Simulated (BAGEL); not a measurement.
# ROHF/def2-SVPD (density fitting with qzvpp-jkfit) run of C2H2FSi (SMILES C#C[SiH]F)

Aim: the vertical doublet–quartet gap of C2H2FSi at ROHF/def2-SVPD (density fitting with qzvpp-jkfit), from 2 runs. 

The calculation is run with BAGEL 1.2.2.

1 further run of the same task is left out (set aside as unsound or not needed). Runs told in other sessions of the task aren't counted.

## (1) Starting point

C2H2FSi has 6 atoms, charge 0, and is taken as a doublet. As SMILES, `C#C[SiH]F`. The shape is that of a PBE0-D4/def2-TZVP optimisation.

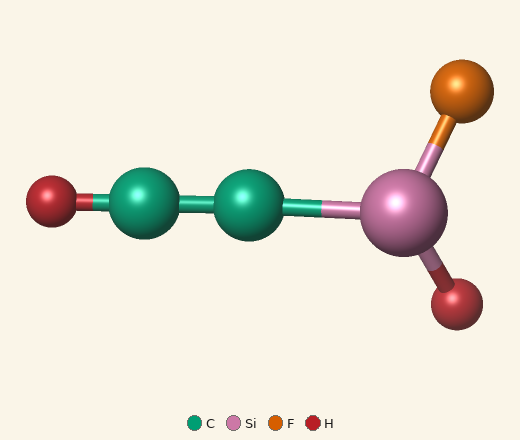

Viewed from a chosen angle; carbon teal, silicon pink, fluorine orange, hydrogen red.

## (2) The energy at ROHF/def2-SVPD (density fitting with qzvpp-jkfit)

input.json

```json
{ "bagel" : [

{
  "title" : "molecule",
  "basis" : "def2-svpd.json",
  "df_basis" : "qzvpp-jkfit",
  "angstrom" : true,
  "geometry" : [
    { "atom" : "C", "xyz" : [    0.118100,   -0.680000,   -1.605700 ] },
    { "atom" : "C", "xyz" : [    0.120400,   -0.213700,   -0.490100 ] },
    { "atom" : "Si", "xyz" : [    0.338300,    0.466700,    1.168800 ] },
    { "atom" : "F", "xyz" : [   -0.478000,   -0.412300,    2.226800 ] },
    { "atom" : "H", "xyz" : [    0.100300,   -1.089200,   -2.590300 ] },
    { "atom" : "H", "xyz" : [   -0.157100,    1.864400,    1.244300 ] }
  ]
},
{ "title" : "rohf", "nopen" : 1 },
{ "title" : "print", "file" : "orbitals.molden", "orbitals" : true }

]}
```

The basis set def2-SVPD is read from a file made from the Basis Set Exchange's data (not shown).

Command:

```
$ BAGEL_NUM_THREADS=1 BAGEL input.json > input.out
```

The program printed:

```text
* using 1 threads per process

  ===============================================================
  ===============================================================

  *** Geometry ***

  { "atom" : "C", "xyz" : [      0.223177,     -1.285014,     -3.034333 ] },
  { "atom" : "C", "xyz" : [      0.227523,     -0.403834,     -0.926155 ] },
  { "atom" : "Si", "xyz" : [      0.639294,      0.881935,      2.208712 ] },
  { "atom" : "F", "xyz" : [     -0.903289,     -0.779134,      4.208042 ] },
  { "atom" : "H", "xyz" : [      0.189540,     -2.058290,     -4.894958 ] },
  { "atom" : "H", "xyz" : [     -0.296876,      3.523205,      2.351386 ] },

  Number of auxiliary basis functions:      391

  Since a DF basis is specified, we compute 2- and 3-index integrals:
    o Being stored without compression. Storage requirement is 0.033 GB

  Number of basis functions:      103
  Number of electrons      :       37

    * METHOD: MOLECULE                             0.17

  *** Open-shell HF ***

  === Nuclear Repulsion ===
   130.5760007012

      * DIIS with orbital gradients will be used.

  === ROHF iteration (def2-svpd.json) ===
      0       -464.71347192          0.04028918           0.13
      1       -464.89158030          0.02987257           0.13
      2       -464.96137861          0.01777044           0.13
      3       -465.00755099          0.00214491           0.13
      4       -465.00883712          0.00114340           0.13
      5       -465.00930435          0.00039153           0.13
      6       -465.00941708          0.00014426           0.13
      7       -465.00944905          0.00005241           0.13
      8       -465.00945720          0.00001829           0.13
      9       -465.00946104          0.00001118           0.13
     10       -465.00946127          0.00000621           0.13
     11       -465.00946134          0.00000307           0.13
     12       -465.00946128          0.00000157           0.13
     13       -465.00946129          0.00000069           0.13
     14       -465.00946128          0.00000030           0.13
     15       -465.00946128          0.00000012           0.13
     16       -465.00946128          0.00000007           0.13
     17       -465.00946128          0.00000003           0.13
     18       -465.00946128          0.00000002           0.13
     19       -465.00946128          0.00000001           0.13
    * SCF iteration converged.

    * S^2 (ROHF) is 0.7500

    * Permanent dipole moment:
           (   -0.279368,    -0.172356,     0.714984) a.u.

    * METHOD: ROHF                                 2.77

    * METHOD: PRINT                                0.02

  ===============================================================
```

Wall time 3.3 s (1 thread of Arm Neoverse V1, shared host); peak memory 0.11 GiB.

## (3) The quartet at the same level

input.json

```json
{ "bagel": [

{
  "title": "molecule",
  "basis": "def2-svpd.json",
  "df_basis": "qzvpp-jkfit",
  "angstrom": true,
  "geometry": [
    { "atom": "C", "xyz": [       0.118100,      -0.680000,      -1.605700 ] },
    { "atom": "C", "xyz": [       0.120400,      -0.213700,      -0.490100 ] },
    { "atom": "Si", "xyz": [       0.338300,       0.466700,       1.168800 ] },
    { "atom": "F", "xyz": [      -0.478000,      -0.412300,       2.226800 ] },
    { "atom": "H", "xyz": [       0.100300,      -1.089200,      -2.590300 ] },
    { "atom": "H", "xyz": [      -0.157100,       1.864400,       1.244300 ] }
  ]
},

{ "title": "rohf", "nopen": 3 },

{ "title": "print", "file": "orbitals.molden", "orbitals": true }

]}
```

The basis set def2-SVPD is read from a file made from the Basis Set Exchange's data (not shown).

Command:

```
$ BAGEL_NUM_THREADS=1 BAGEL input.json > input.out
```

The program printed:

```text
* using 1 threads per process

  ===============================================================
  ===============================================================

  *** Geometry ***

  { "atom" : "C", "xyz" : [      0.223177,     -1.285014,     -3.034333 ] },
  { "atom" : "C", "xyz" : [      0.227523,     -0.403834,     -0.926155 ] },
  { "atom" : "Si", "xyz" : [      0.639294,      0.881935,      2.208712 ] },
  { "atom" : "F", "xyz" : [     -0.903289,     -0.779134,      4.208042 ] },
  { "atom" : "H", "xyz" : [      0.189540,     -2.058290,     -4.894958 ] },
  { "atom" : "H", "xyz" : [     -0.296876,      3.523205,      2.351386 ] },

  Number of auxiliary basis functions:      391

  Since a DF basis is specified, we compute 2- and 3-index integrals:
    o Being stored without compression. Storage requirement is 0.033 GB

  Number of basis functions:      103
  Number of electrons      :       37

    * METHOD: MOLECULE                             0.17

  *** Open-shell HF ***

  === Nuclear Repulsion ===
   130.5760007012

      * DIIS with orbital gradients will be used.

  === ROHF iteration (def2-svpd.json) ===
      0       -464.52083277          0.03838135           0.13
      1       -464.69874850          0.03017424           0.13
      2       -464.78219660          0.01784041           0.13
      3       -464.83417013          0.00262396           0.13
      4       -464.83930784          0.00154475           0.13
      5       -464.84221001          0.00111056           0.13
      6       -464.84430971          0.00073587           0.13
      7       -464.84552133          0.00047422           0.13
      8       -464.84608705          0.00027319           0.13
      9       -464.84623058          0.00018083           0.13
[... 34 lines of this table left out ...]
     44       -464.84680528          0.00000003           0.13
     45       -464.84680528          0.00000002           0.13
     46       -464.84680528          0.00000001           0.13
     47       -464.84680528          0.00000001           0.13
    * SCF iteration converged.

    * S^2 (ROHF) is 3.7500

    * Permanent dipole moment:
           (   -0.248909,    -0.086660,     0.926190) a.u.

    * METHOD: ROHF                                 6.52

    * METHOD: PRINT                                0.02

  ===============================================================
```

Wall time 6.9 s (1 thread of Arm Neoverse V1, shared host); peak memory 0.11 GiB.

## (4) Summary of results

At ROHF/def2-SVPD (density fitting with qzvpp-jkfit):

| quantity | value |
| --- | --- |
| doublet: total energy | -465.00946 Eh |
| doublet: dipole moment | 2.00 D |
| doublet: ⟨S²⟩ | 0.750 |
| quartet: total energy | -464.84681 Eh |
| quartet: dipole moment | 2.45 D |
| quartet: ⟨S²⟩ | 3.750 |
| vertical energy of the quartet above the doublet | 4.426 eV |

At this shape the quartet lies 4.43 eV (102 kcal/mol) above the doublet.
